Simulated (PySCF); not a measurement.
HS, doublet, SMILES `[SH]`.

Level of theory: HF/def2-SVPD (PySCF), at a geometry from GFN2-xTB. No frequency check shows the geometry to be a minimum. The stability of the open-shell solution wasn't checked. GFN2-xTB bond lengths at metals and heavier atoms can be off by up to 0.1 Å and shapes distorted, which carries into these values. GFN2-xTB doesn't know the spin state, so this open-shell geometry is rough.

Geometry (Å), atoms numbered from 1:

```
S1       0.0783    0.0000    0.0000
H2      -1.2523    0.0000    0.0000
```

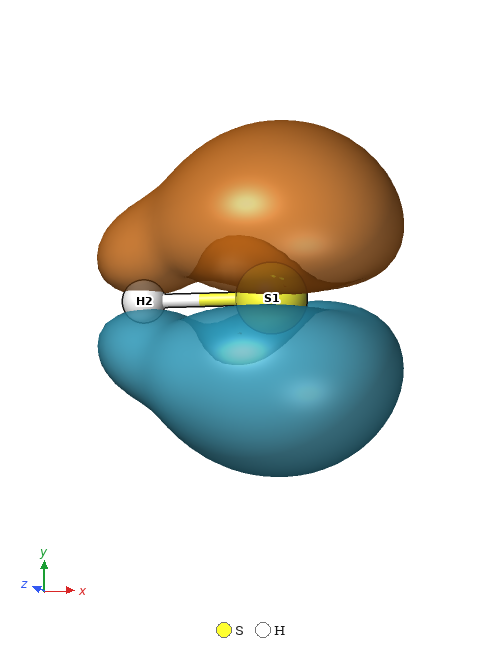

Change of the electron density in a uniform field of 0.21 V/Å, surfaces at ±0.0008 e/Å³ (light blue: gain, orange: loss).

The field was applied in both directions; the picture shows the one opposite to the script's first.

Question: Along which Cartesian direction does the field point?

Answer: Along +y: electrons gather on the −y side, against the field.

Question: What dipole is induced, and what polarisability does it imply?

Answer: The induced dipole is 0.19 D (along the field); α along this axis, from the fields in both directions, is 19 bohr³ (2.8 Å³).

Cost of the run: 1.3 s on 1 thread of Intel(R) Xeon(R) Platinum 8259CL CPU @ 2.50GHz (Skylake/Cascade Lake), on a shared host, peak memory 0.18 GiB.
